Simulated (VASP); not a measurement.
Energy against volume of PbF₂ (fluorite). These are PBE GGA with D3 dispersion (Becke-Johnson damping), VASP's PBE PAW potentials (set 64) (plane waves; VASP) values and carry that method's errors.

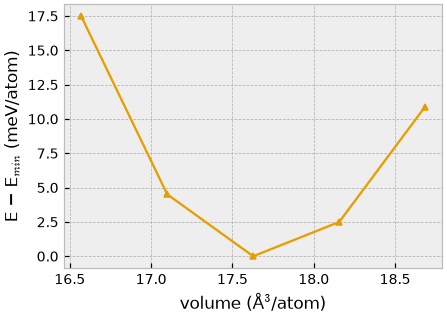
Fig. 1. Energy against volume

**Question.** Estimate the equilibrium volume and the bulk modulus.

**Answer.** The minimum lies near 17.7 Å³/atom, and the curvature gives B0 of about 70 GPa.

Measured: bulk modulus 64.0 GPa (computed value off by +9.0 %), a 5.940 Å (computed value off by +0.4 %), as given by E. Cadelano et al., The European Physical Journal B (2011), arXiv:1107.5962. The calculation is for a static lattice, while the measured bulk modulus, a hold thermal and zero-point effects, which are part of the difference.

The compound is PbF2 in the fluorite structure, the β form. It was relaxed first.
